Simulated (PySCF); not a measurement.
## A study: C4H12O4Si, SMILES `CO[Si](OC)(OC)OC`

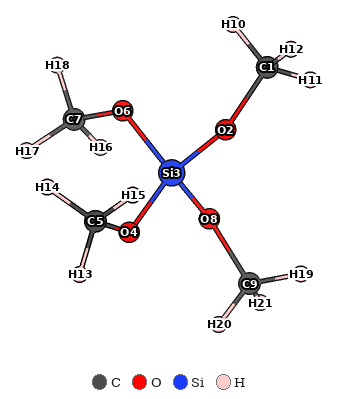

The molecule, with its atoms numbered as below. No frequency check shows the geometry to be a minimum.

Coordinates in Å:

```
C1       1.7309   -1.6052    1.3523
O2       0.5487   -0.8495    1.2723
Si3      0.0001   -0.0011   -0.0001
O4      -1.2736    0.8460    0.5471
C5      -1.3577    1.6090    1.7242
O6       1.2735    0.8459   -0.5472
C7       1.3577    1.6086   -1.7245
O8      -0.5487   -0.8498   -1.2720
C9      -1.7310   -1.6055   -1.3519
H10      2.5900   -1.0033    1.0546
H11      1.6713   -2.4807    0.7022
H12      1.8438   -1.9256    2.3885
H13     -2.3984    1.9125    1.8427
H14     -0.7238    2.4953    1.6524
H15     -1.0434    1.0192    2.5856
H16      1.0433    1.0187   -2.5858
H17      0.7238    2.4950   -1.6529
H18      2.3984    1.9121   -1.8430
H19     -1.6713   -2.4809   -0.7017
H20     -2.5900   -1.0035   -1.0543
H21     -1.8439   -1.9261   -2.3881
```

## 1. Bonding charge

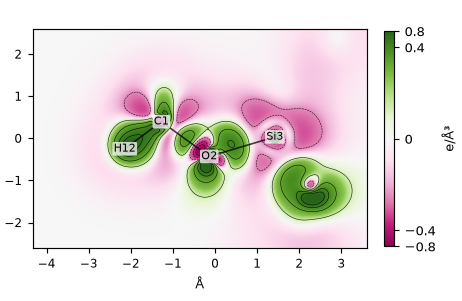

Deformation density (molecule less spherical, spin-averaged free atoms) in the plane of C1, O2, Si3 and H12; colour scale in e/Å³, logarithmic beyond ±0.1; green: gain, pink: loss.

Level of theory: ωB97X/6-31+G* (PySCF), at a geometry from GFN2-xTB.

Q: Describe the bonding that the map shows.

A: C1–H12: +0.72 e/Å³ at the bond critical point (bond length 1.09 Å). O2–Si3: +0.09 e/Å³ at the bond critical point (bond length 1.62 Å); up to 0.6 Å beside the axis the gain reaches +0.38 e/Å³. C1–O2: +0.04 e/Å³ at the bond critical point (bond length 1.41 Å); up to 0.6 Å beside the axis the gain reaches +0.29 e/Å³. In all, 5.0 electrons gather in the regions of gain relative to the promolecule. A small or negative value marks a very polar bond, one between electron-rich atoms, whose free-atom densities already overlap strongly, a long bond to a heavier atom, or a closed-shell contact such as a hydrogen bond.

## 2. Local ionisation energy

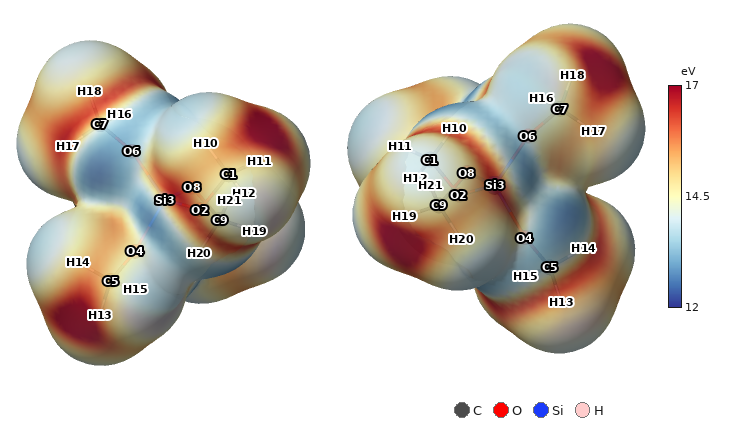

Average local ionisation energy on the surface of electron density 0.001 a.u. (back view left, front view right).

Q: Where are the most loosely bound electrons on this surface?

A: The lowest value is 12.6 eV, 1.9 Å from O4, and at like points elsewhere. For comparison, the highest occupied orbital lies at −10.5 eV.

Q: What volume does the surface enclose, and what is the dipole moment?

A: About 194 Å³; the dipole moment is 0.0 D.

## 3. Excited states

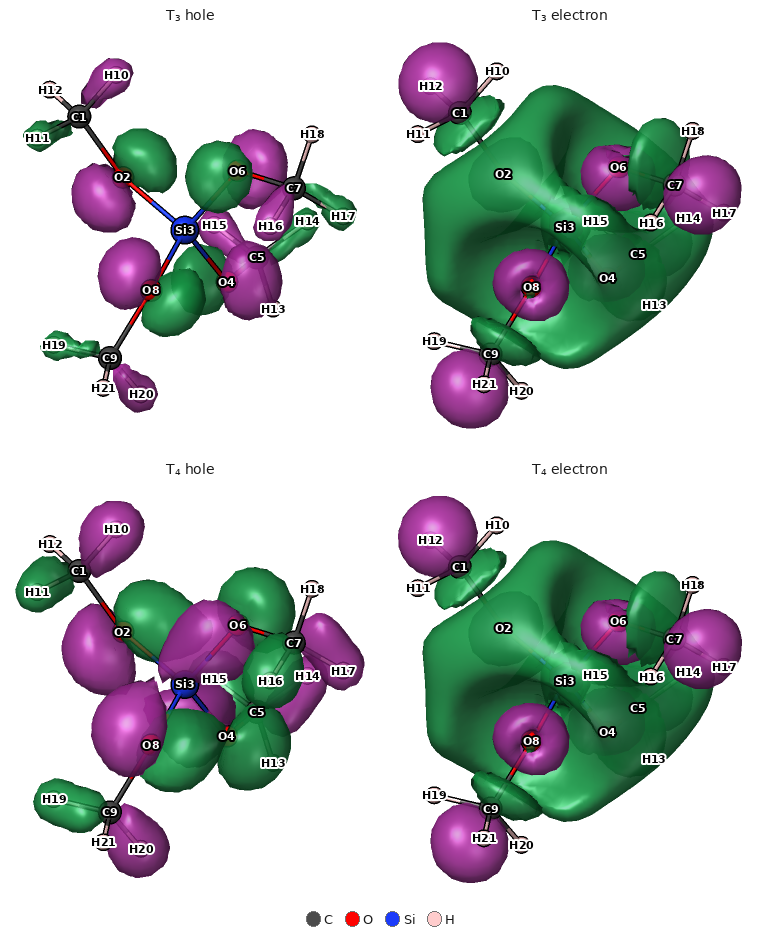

Leading natural transition orbitals (TDA triplet states).

PySCF calculation, ωB97X/6-31G*, gas phase; geometry: GFN2-xTB. Without diffuse functions Rydberg states are missing, so the states' numbers hold for this basis only.

Q: Describe these excited states.

A: By state:
- T₃: 8.69 eV (143 nm), spin-forbidden from the singlet ground state; the leading pair carries 72 %; hole on O2, O4, O6 and O8 (16 % each) and Si3 (7 %), electron on Si3 (23 %), O2, O4, O6 and O8 (8 % each) and C1, C5, C7 and C9 (6 % each) (shares are of the whole state, not of the leading pair alone); their centroids lie 0.0 Å apart.
- T₄: 8.97 eV (138 nm), spin-forbidden from the singlet ground state; the leading pair carries 64 %; hole on O2, O4, O6 and O8 (16 % each) and Si3 (8 %), electron on Si3 (22 %), O2, O4, O6 and O8 (8 % each) and C1, C5, C7 and C9 (6 % each) (shares are of the whole state, not of the leading pair alone); their centroids lie 0.0 Å apart.

## 4. In an electric field

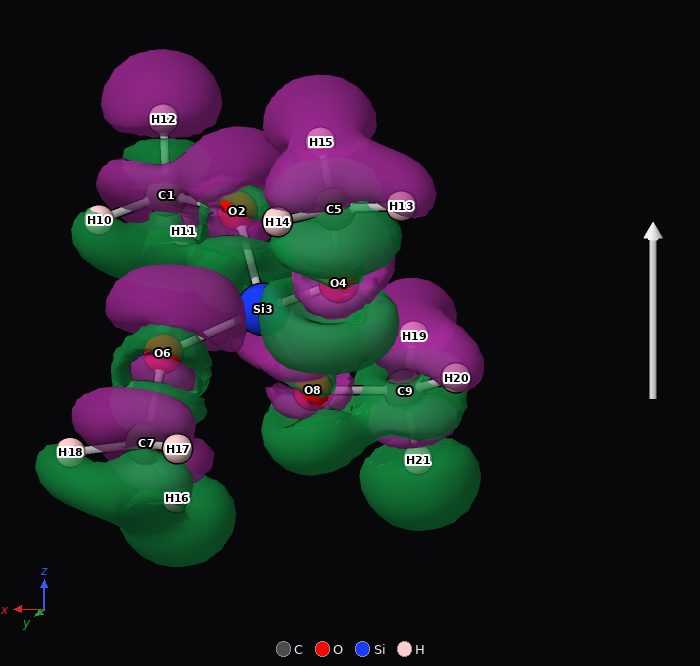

Change of the electron density in a uniform field of 0.51 V/Å along +z (arrow), surfaces at ±0.003 e/Å³ (green: gain, purple: loss).

Level of theory: HF/6-31+G* (PySCF), at a geometry from GFN2-xTB. The basis has diffuse s and p functions alone, which still leaves polarisabilities too small, most of all across bonds.

Q: What dipole is induced, and what polarisability does it imply?

A: The induced dipole is 1.83 D (along the field); α along this axis, from the fields in both directions, is 72 bohr³ (10.7 Å³).

Q: Which atoms gain and lose the most charge?

A: Electrons gather most on H21 (Hirshfeld charge changes by −0.018 e) and leave H12 most (+0.018 e); 0.206 electrons are displaced in all.

## 5. Localised orbitals

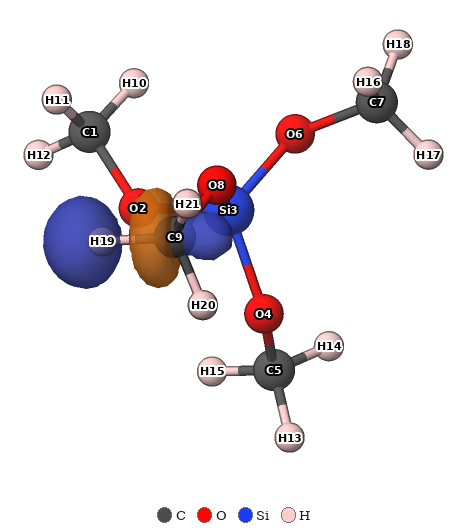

Intrinsic bond orbitals (IBO), occupied and valence-virtual; each surface holds about 70 % of the orbital's density. Energies are diagonal elements of the Fock matrix.

Level of theory: PBE0/6-31G* (PySCF), at a geometry from GFN2-xTB.

Q: What does this orbital represent?

A: σ* orbital H19–C9 (H19 56 %, C9 42 %; 10.0 eV).

The PySCF runs shown took 100 s, 30 min, 35 s and 67 s on 1 thread of Arm Neoverse N1, on a shared host.
